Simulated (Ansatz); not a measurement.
## Ligand exchange: Zn(CH3)Br + SiH2(CH3)(NH2) → Zn(CH3)(NH2) + SiH2(CH3)Br

Species: Zn(CH3)Br, singlet; SiH2(CH3)(NH2), singlet; Zn(CH3)(NH2), singlet; SiH2(CH3)Br, singlet. The partners trade Br for NH2: Zn–Br and Si–NH2 bonds give way to Zn–NH2 and Si–Br.

Shapes, held fixed at every level: PBE0-D4/def2-TZVP. Flexible molecules stand in one conformer, not always the lowest. Programs: Ansatz 0.2.0. Electronic energies: no zero-point or thermal term.

```
               level                    kind  ΔE (kJ/mol)
       HF/def2-TZVPP            Hartree–Fock       +123.7
    SPW92/def2-TZVPP                     LDA        +79.3
   PBE-D4/def2-TZVPP                     GGA        +80.4
r2SCAN-D4/def2-TZVPP                meta-GGA        +88.6
 B3LYP-D4/def2-TZVPP           global hybrid        +92.3
  PBE0-D4/def2-TZVPP           global hybrid        +90.8
  wB97M-V/def2-TZVPP  range-separated hybrid        +92.4
```

wB97M-V/def2-TZVPP gives ΔE = +92.4 kJ/mol; the levels span +79.3 to +123.7. The median of the levels is +90.8. No measured value is set beside it here. Relativity is left out for Br, Zn unless named.

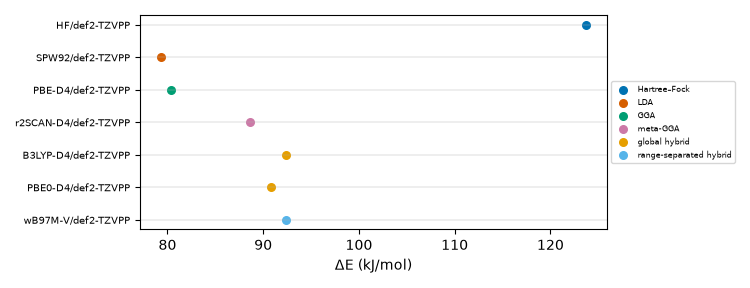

The values of the table, level by level.
